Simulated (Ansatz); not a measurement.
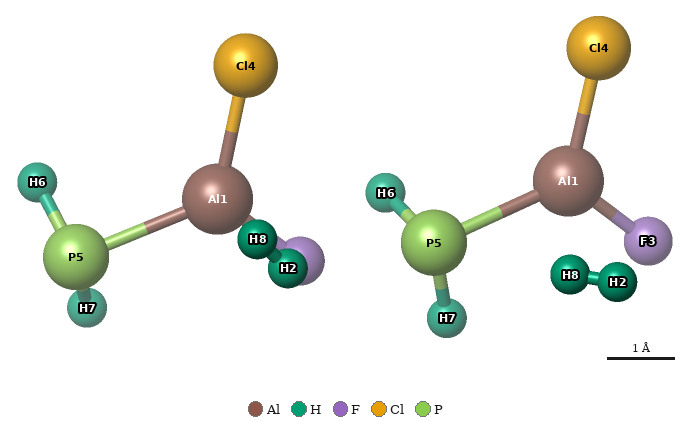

Two geometries of AlPH4ClF, drawn at one scale. One is the start of a relaxation, the other its converged end. A ball-and-stick model, seen from a free direction.

Computed with RKS CAM-B3LYP/def2-SVP (Ansatz 0.2.0). (no spin polarisation; force threshold 0.03 eV/Å; at most 50 steps)

**Which one is relaxed?**

The left one is the relaxed one. The run prepares an end point of a later path (reaction) calculation, from a guessed geometry. Over 18 accepted moves (19 points after the start) the energy falls by 0.167 eV. The largest force component goes from 1.7 to 0.013 eV/Å. The line search rejected the trial step at point 18 of the run. The largest move after the best rigid fit is that of H8, 0.77 Å. Largest moves by element: H 0.77 Å, F 0.41 Å, P 0.36 Å, Cl 0.35 Å, Al 0.33 Å. Among the contacts that change: Al1–H2 2.758 → 2.318 Å, H2–H8 0.721 → 0.765 Å, Al1–P5 2.285 → 2.302 Å, Al1–Cl4 2.086 → 2.092 Å. Groups turn about Al1–P5 by about 20°. Cost: 2.2 min on 2 threads of AMD EPYC 7571 (shared host), peak memory 0.23 GiB.

Limits of the set-up: the start holds two separate molecules, 2.5 Å apart at their closest, whose relative position is a soft coordinate and is computed without a dispersion correction.
